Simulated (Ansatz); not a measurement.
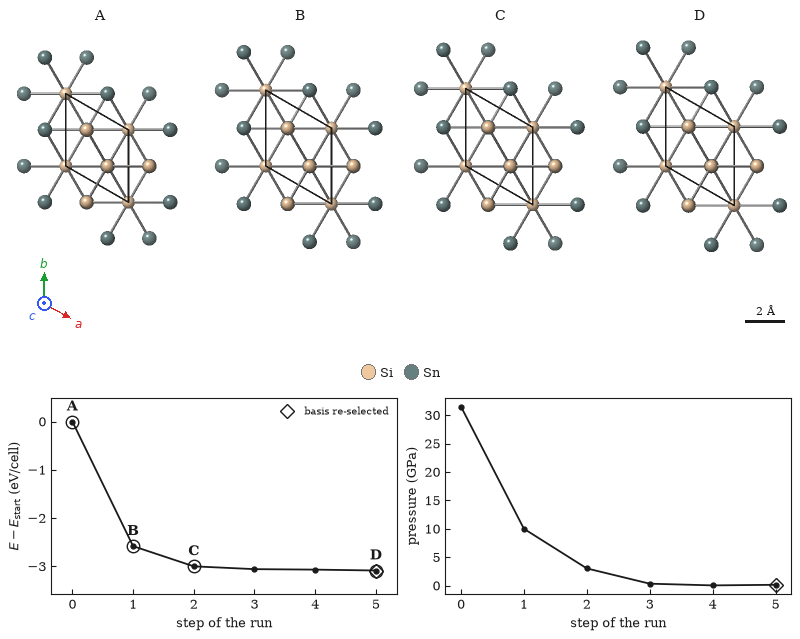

Frames of a relaxation of solid Si2Sn (a generated structure, set up in P-3m1) (coarse preliminary run), marked on the history of the run. The picture is a ball-and-stick view of the cell of the calculation, seen along the c axis.

These are results of DFT PBE, scalar-relativistic, plane waves, PAW (Ansatz), not measurements. Set-up: plane-wave cutoff 420 eV; k-point mesh 6 × 6 × 2; occupations gaussian; smearing width 0.1 eV; no spin polarisation; cell and atoms relaxed; force threshold 0.04 eV/Å; at most 70 steps.

**Describe the path.**

The energy falls by 3.086 eV per cell of the calculation in 4 accepted moves (5 points after the start). The largest force component goes from 2.8 to 0.019 eV/Å. Pressure: 31.50 GPa at the start and 0.15 GPa at the end. The SCF was repeated once at an unchanged geometry on a basis and grid sized afresh for the cell, which shifted the energy by 18.2 meV per cell of the calculation at most. The largest moves relative to the cell, 0.098 Å, are those of Si atoms. By element the largest moves are Si 0.098 Å, Sn 0.001 Å. The drawn cell changes as follows: a = b 3.806 → 4.153 Å (+9.1 %), c 9.322 → 10.157 Å (+9.0 %); the volume changes by +29.7 %. Near-neighbour distances that change, for instance: Si–Sn 2.331 → 2.625 Å, Si–Sn 2.331 → 2.578 Å, Si–Si 2.331 → 2.490 Å, Si–Si 2.331 → 2.343 Å. Bond angles that change, for instance: Si–Si–Sn 109.5° → 105.7°, Si–Si–Si 109.5° → 113.0°, Sn–Si–Sn 109.5° → 107.3°. The space group stays P-3m1 (No. 164). From step 0 to 1: Si atoms move most (0.08 Å), volume +15.1 %, energy −2.581 eV per cell of the calculation. From step 1 to 2: Si atoms move most (0.03 Å), volume +7.9 %, energy −0.418 eV per cell of the calculation. From step 2 to 5: Si atoms move most (0.02 Å), volume +4.4 %, energy −86.4 meV per cell of the calculation.

```
step  E − E(0), meV/atom  largest force component, eV/Å  pressure, GPa  volume, Å³/atom                      note
   0                0.00                         2.7702          31.50           19.488                          
   1             -430.22                         0.4965          10.01           22.436                          
   2             -499.87                         0.2095           3.03           24.216                          
   3             -509.59                         0.1390           0.35           25.192                          
   4             -511.23                         0.0185           0.04           25.284                          
   5             -514.26                         0.0188           0.15           25.284  same geometry, new basis
```
